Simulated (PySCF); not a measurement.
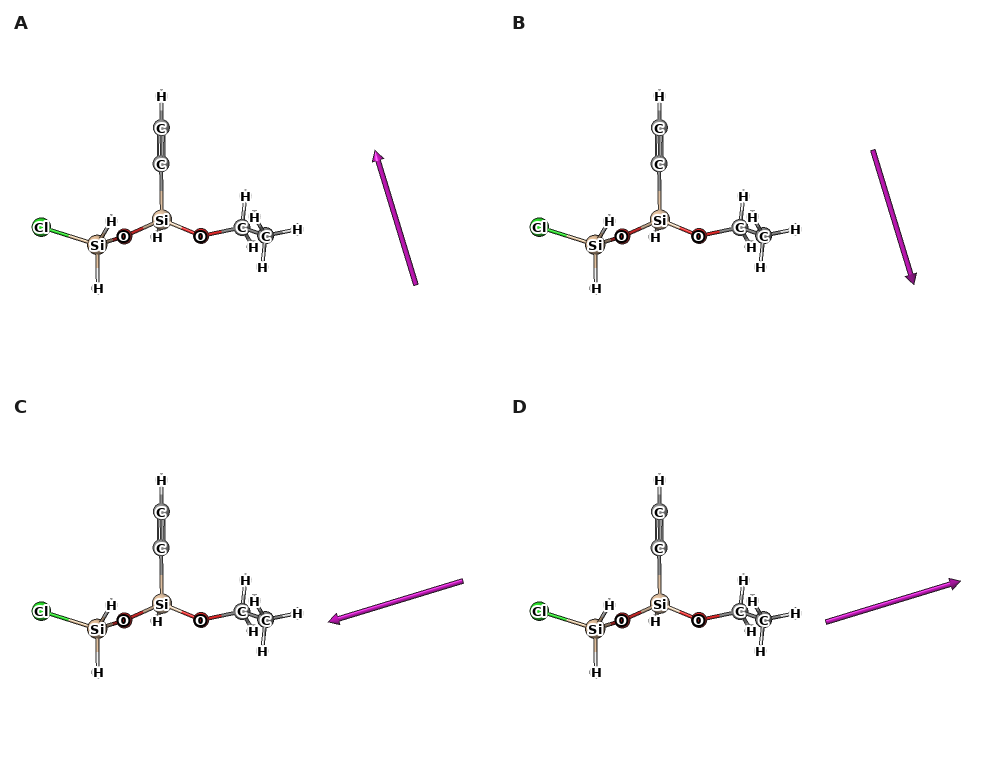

The same molecule four times, each with an arrow. Computed geometry: GFN2-xTB optimisation. No frequency run is at hand to confirm it as a minimum. Level of theory: PBE0/pcSseg-1, gas phase (PySCF 2.14.0).

> Which arrow points along the dipole moment, from the negative to the positive end?

D. The dipole moment is 3.00 D.

The geometry is semi-empirical. Around Si such bond lengths and angles can be off by a tenth of an ångström or more and by several degrees, and values that hang on the shape move with them.
